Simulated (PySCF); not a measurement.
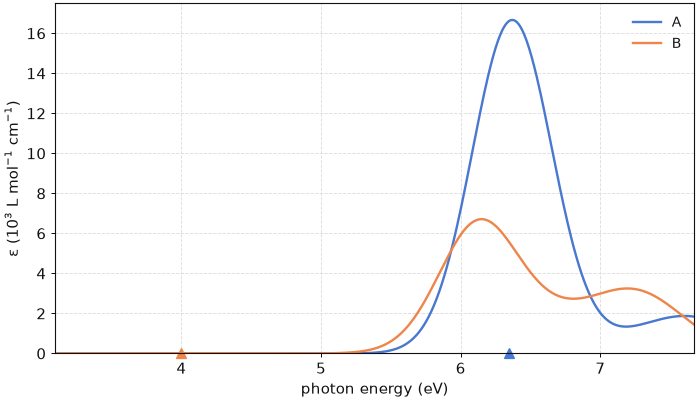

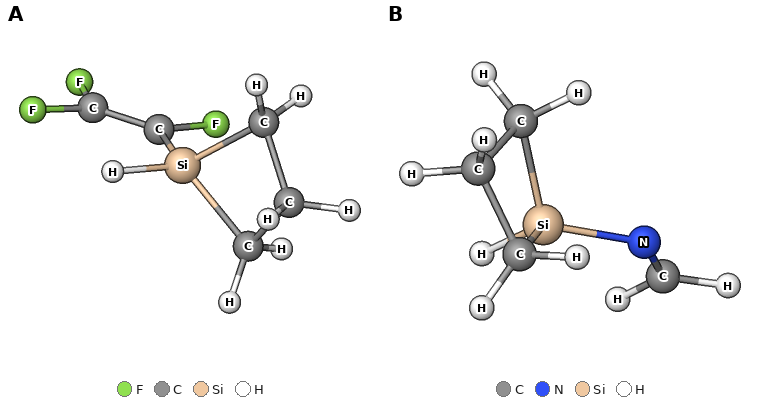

Related molecules: A is C₅H₇F₃Si, SMILES FC(F)=C(F)[SiH]1CCC1; B is C₄H₉NSi, SMILES C=N[SiH]1CCC1. Vertical TDDFT absorption, PBE0/def2-SVPD, PySCF 2.14.0, at a PBE0-D3(BJ)/def2-SVP geometry (no frequency check); Gaussians of 1/e half-width 0.40 eV, triangles mark S1, and the range ends where the computed states of one molecule run out.

How does the lowest singlet move?

Answer. A: 6.34 eV (f = 0.258, mainly HOMO → LUMO (62 %)); B: 4.00 eV (f = 0.000, mainly HOMO → LUMO (99 %)). From A to B it shifts 2.35 eV to the red, but one of these states is bright and the other nearly dark, so it isn't one band that moves.

And the brightest state of each within the range drawn?

Answer. A: S1 at 6.34 eV, f = 0.26; B: S3 at 6.13 eV, f = 0.16.

Limits of at least one run: core orbitals are frozen in the response; one conformer of a flexible molecule; states above the negative HOMO energy depend on the basis.
